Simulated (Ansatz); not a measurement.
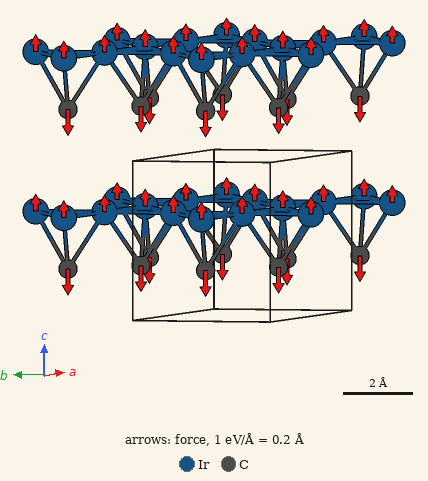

Starting geometry of solid Ir$_{3}$C$_{2}$ (built on the random type) (coarse preliminary run) with the computed forces as red arrows. A ball-and-stick model of the cell of the calculation, repeated 2 × 2 × 2 with one cell outlined, seen from a free direction.

Case: random cell with space group P6mm (No. 183).

Level of theory: Ansatz 0.2.0, DFT PBE, scalar-relativistic, plane waves, PAW.

Input
```yaml
crystal:
  lattice:
    - [4.0138967965, 0.0, 0.0]
    - [-2.0069483982, 3.4761365939, 0.0]
    - [0.0, 0.0, 4.6530088344]
  atoms:
    - { symbol: Ir, position: [0.5, 0.0, 0.6394751757] }
    - { symbol: Ir, position: [0.0, 0.5, 0.6394751757] }
    - { symbol: Ir, position: [0.5, 0.5, 0.6394751757] }
    - { symbol: C, position: [0.6666666667, 0.3333333333, 0.2929213859] }
    - { symbol: C, position: [0.3333333333, 0.6666666667, 0.2929213859] }
basis:
  ecutwfc: 420
kpoints:
  mp_grid: { grid: [6, 6, 4] }
hamiltonian:
  xc: pbe
scf:
  occupations: { method: gaussian, width: 0.1 }
  lower_state_search: "off"
output:
  forces: true
  stress: true
  eigenvalues: true
relax:
  adjacent_minimum: "off"
  f_tol: 0.04
  max_steps: 70
  cell: { stress_tol: 0.4 }
```

Run as
```bash
ansatz run input.yaml --threads 1 --pin off --max-ram 2560MiB --backend cpu --events-out ev --progress --plain --runs-dir out
```

What follows when this structure is relaxed?

It isn't relaxed: the largest force vector, on C atoms, is 3.91 eV/Å. The atoms end up moving mostly along the starting forces (cosine between the two patterns 1.00). The largest moves relative to the cell, 0.25 Å, are those of C4 and C5. C4 goes along −c. Largest moves by element: C 0.25 Å, Ir 0.17 Å. The volume changes by +14.0 %, with a = b 4.014 → 5.581 Å (+39.0 %), c 4.653 → 2.743 Å (−41.0 %). Near-neighbour distances that change, for instance: Ir1–Ir1 4.653 → 2.743 Å, Ir1–C4 3.254 → 2.116 Å, Ir1–Ir2 2.007 → 2.790 Å, Ir1–C4 (another image) 1.986 → 2.116 Å. New bonds form: Ir1–C4 (3.25 → 2.12 Å), Ir1–C5 (3.25 → 2.12 Å), Ir2–C4 (3.25 → 2.12 Å), Ir2–C5 (3.25 → 2.12 Å). Bond angles that change, for instance: C4–Ir1–C5 71.4° → 99.2°, Ir1–C4–Ir2 60.7° → 82.5°, Ir2–Ir1–C4 120.4° → 131.3°. The space group (tolerance 0.01 Å) goes from P6mm (No. 183) to P6/mmm (No. 191). The energy falls by 6574 meV per atom in 18 accepted moves (23 points after the start). The largest force component goes from 3.9 to under 0.0001 eV/Å. The pressure goes from 240.25 to −0.02 GPa. The line search rejected the trial steps at points 13, 19 of the run. At 3 points the geometry stayed and the basis and grid were re-selected for the new cell (energy shift of 277 meV per atom at most each time).
